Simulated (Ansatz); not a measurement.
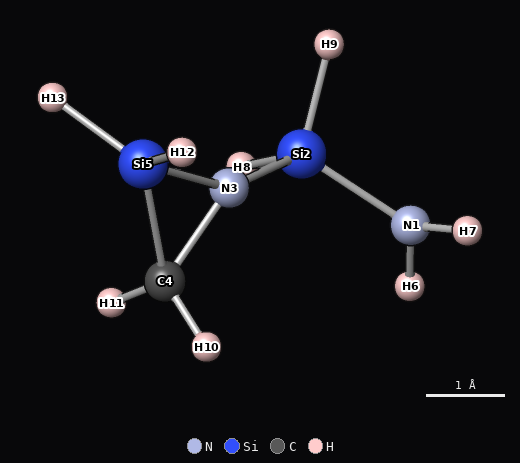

**Figure 1.** The structure as given in the input (ball-and-stick view, seen at a tilt; atoms are numbered from 1 in the order of the input).

## CH8N2Si2: single-point calculation

The run: single-point calculation of CH8N2Si2, SMILES N[SiH2]N1C[SiH2]1. Method and program: RKS BHLYP-D4/def2-TZVPP (Ansatz 0.2.0).

The geometry comes from this level: PBE0-D4/def2-TZVP.

Log
```
Functional definition: BHLYP
  name "BHLYP"
  cite "Becke, J. Chem. Phys. 98, 1372 (1993) doi:10.1063/1.464304"
  cite "Becke, Phys. Rev. A 38, 3098 (1988) doi:10.1103/PhysRevA.38.3098"
  cite "Lee, Yang & Parr, Phys. Rev. B 37, 785 (1988) doi:10.1103/PhysRevB.37.785"
  parameter a = 0.5
  exchange = (1 - a)*b88_x + a*exact_x
  correlation = lyp_c
1651 factors; their error is unknown
mean field evaluation 1: about -19892.6671 eV, gradient 7.2e1 eV
mean field evaluation 2: about -19886.5658 eV, gradient 8.6e1 eV
mean field evaluation 4: about -19902.9047 eV, gradient 5.2e0 eV
mean field evaluation 8: about -19902.9583 eV, gradient 3.6e-2 eV
mean field evaluation 16: about -19903.0727 eV, gradient 7.1e-5 eV
mean field -19903.07272457 eV, -731.4244318408 hartree, gradient 7.1e-5 eV, S^2 0.000000; 0 other end points of the search recorded, 0 dependent functions left out
reference -19903.07293950 eV, -731.4244397391 hartree; 28, 28 occupied and 261, 261 virtual orbitals, 1651 factors
Total energy: -19903.45328461 eV, -731.4384171643 hartree
```

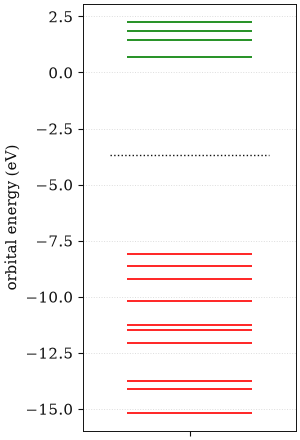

**Figure 2.** Orbital energies near the frontier; the dotted line parts filled from empty levels, and levels within 0.02 eV of each other stand side by side. Highest filled −8.08 eV, lowest empty 0.70 eV, 8.78 eV apart.

This output came from the following input.

Input
```yaml
crystal:
  periodic: [false, false, false]
  atoms:
    - {symbol: N, position_ang: [-2.207722, -1.073640, 0.083273]}
    - {symbol: Si, position_ang: [-0.759418, -0.681013, 0.904400]}
    - {symbol: N, position_ang: [0.310543, 0.369407, 0.081132]}
    - {symbol: C, position_ang: [1.145266, 0.155148, -1.135089]}
    - {symbol: Si, position_ang: [1.555595, 1.521893, 0.012165]}
    - {symbol: H, position_ang: [-2.273623, -1.906448, -0.476513]}
    - {symbol: H, position_ang: [-2.869394, -0.373437, -0.207592]}
    - {symbol: H, position_ang: [-0.115134, -2.001984, 1.149338]}
    - {symbol: H, position_ang: [-1.065289, 0.026740, 2.173842]}
    - {symbol: H, position_ang: [0.641373, 0.340919, -2.082565]}
    - {symbol: H, position_ang: [1.749632, -0.752809, -1.143156]}
    - {symbol: H, position_ang: [1.200234, 2.929277, -0.279990]}
    - {symbol: H, position_ang: [2.708338, 1.411246, 0.935553]}
basis:
  gaussian: {orbitals: def2-TZVPP}
hamiltonian: {xc: {name: BHLYP}, dispersion: d4}
output: {orbitals: {seedname: orbitals}}
```

Launched with:
```bash
ansatz run in.yaml --threads 4 --pin off --events-out ev --progress --plain --max-ram 10444MiB
```

Key numbers

| quantity | value |
| --- | --- |
| outcome | converged |
| total energy | −19903.4533 eV |
| mean-field energy | −19903.0729 eV |
| dispersion energy | −0.3803 eV |
| SCF solution under orbital rotations | stable |
| HOMO | −8.08 eV |
| LUMO | 0.70 eV |
| hardware | 4 threads of Arm Neoverse V1, 23 GiB of memory available, shared host |
| wall time | 4.2 s (CPU time 16 s) |
| peak memory | 0.83 GiB |
